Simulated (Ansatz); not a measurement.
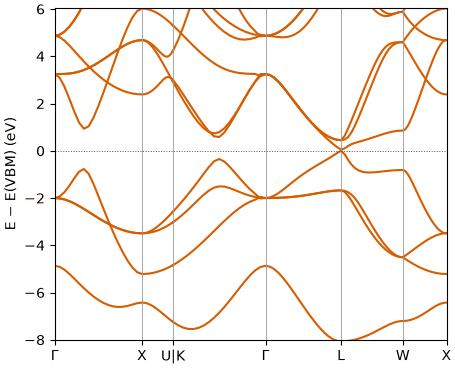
Band structure from PBE (plane waves, PAW; program Ansatz)

Question: Read off the gap and where the band edges lie.

Answer: About 0.1 eV (0.05 eV by a search for the band edges); maximum at L, minimum at L.

The material is SnTe (rock salt, space group No. 225).

Space group Fm-3m (rock salt). The PBE relaxation kept the symmetry of its start. Scalar-relativistic: spin–orbit coupling is off unless named, which matters more the heavier the elements.

Potentials: the later of the program's two PAW sets.
